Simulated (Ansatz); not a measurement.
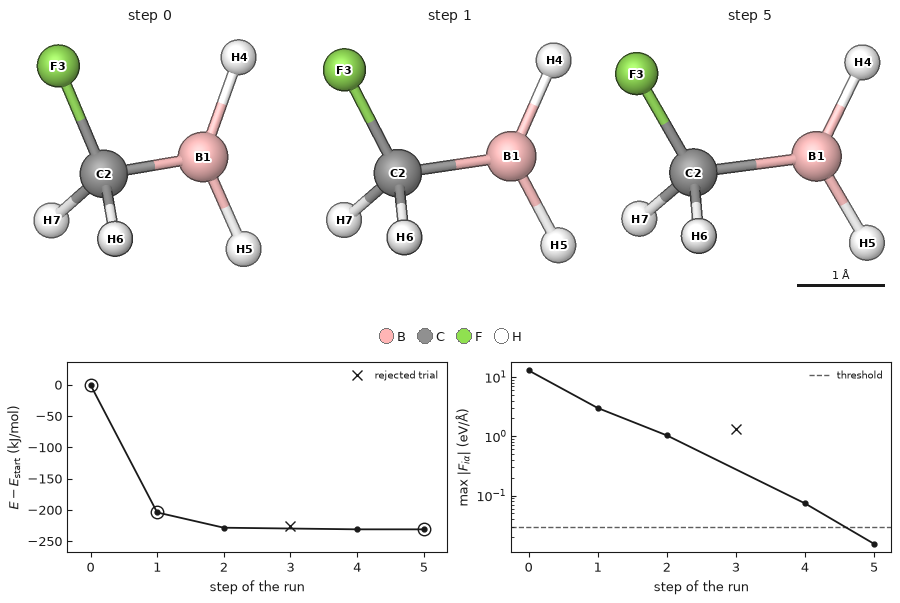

Frames of a relaxation of CH4BF, marked on the history of the run. The picture is a ball-and-stick view, seen at a tilt.

It is one of the separated reactants of a reaction.

Method: RKS PBE-D4/def2-SVP in Ansatz 0.2.0.

The input:
```yaml
crystal:
  periodic: [false, false, false]
  atoms:
    - {symbol: B, position_ang: [-0.604979, 0.086668, -0.408861]}
    - {symbol: C, position_ang: [0.432215, -0.045291, 0.285892]}
    - {symbol: F, position_ang: [0.452548, -1.364448, 0.780351]}
    - {symbol: H, position_ang: [-1.345846, -0.885061, -0.515311]}
    - {symbol: H, position_ang: [-0.640125, 1.216582, -0.843718]}
    - {symbol: H, position_ang: [0.376465, 0.774900, 1.115165]}
    - {symbol: H, position_ang: [1.329722, 0.216650, -0.413518]}
basis:
  gaussian: {orbitals: def2-SVP}
hamiltonian: {xc: pbe, dispersion: d4}
relax: {f_tol: 0.03, max_steps: 250}
```

Run as
```bash
ansatz run in.yaml --threads 2 --pin off --events-out ev --progress --plain --max-ram 4352MiB
```

**What happens along the run?**

H4 moves most after the best rigid fit: 0.31 Å. By element the largest moves are H 0.31 Å, F 0.28 Å, B 0.17 Å, C 0.13 Å. Some distances before and after: B1–C2 1.255 → 1.552 Å, C2–H6 1.168 → 1.122 Å, C2–F3 1.409 → 1.387 Å, B1–H4 1.227 → 1.215 Å. Bond angles that change, for instance: H4–B1–H5 133.7° → 120.2°, B1–C2–F3 107.7° → 116.8°, C2–B1–H5 108.7° → 117.2°. After 4 accepted moves (5 points after the start) the energy has fallen by 230.9 kJ/mol. Largest force component: 13 eV/Å at the start, 0.015 eV/Å at the end. The line search rejected the trial step at point 3 of the run. From step 0 to 1: H4 moves most (0.19 Å), energy −203.9 kJ/mol. From step 1 to 5: H atoms move most (0.11 Å), energy −27.0 kJ/mol.
